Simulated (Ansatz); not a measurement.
```yaml
atoms:
  - { symbol: C, position_ang: [0.0168, -1.0836, 1.3895] }
  - { symbol: C, position_ang: [-0.7865, -0.6594, 0.2466] }
  - { symbol: F, position_ang: [-0.8829, -1.3998, 2.4900] }
  - { symbol: F, position_ang: [0.1826, -0.3707, -0.7745] }
  - { symbol: O, position_ang: [1.2127, -1.2289, 1.6254] }
```

Geometry: BLYP-D3(BJ)/def2-SVPD.

Theory: isolated molecule in a Gaussian basis; Kohn-Sham density functional theory, functional PBE0 in Ansatz 0.2.0.

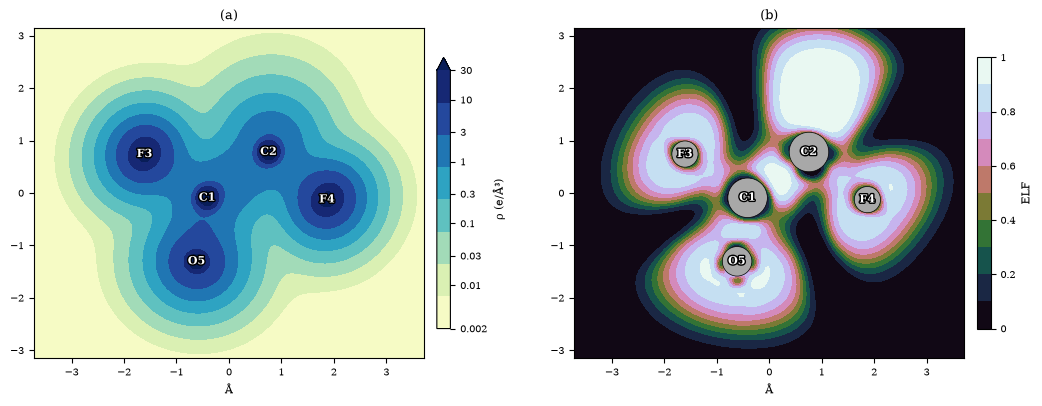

C$_{2}$F$_{2}$O (SMILES [O-]/C(F)=[C]/F) (charge −1, doublet). (a) electron density; (b) electron localisation function on the molecular plane. Grey discs cover the atomic cores in the ELF map.

### Interpret the plot.

- The plane passes through C, F and O nuclei.
- C–O (1.23 Å): ρ is about 3.2 e/Å³ halfway; the ELF peaks at about 0.85 between the atoms (a short, multiple covalent bond).
- C–F (1.44 Å): the density is about 1.8 e/Å³ at the midpoint, with its minimum of 1.4 e/Å³ about 0.5 Å from C; the ELF peaks at about 0.80 between the atoms (a shared but strongly polarised pair).
- C–C (1.46 Å): ρ at the midpoint is about 2 e/Å³; the ELF peaks at about 0.95 between the atoms; a shared electron pair.
- The ELF also peaks beside O5, F4, F3 and C2, away from the bonds: non-bonding electrons, paired or unpaired.
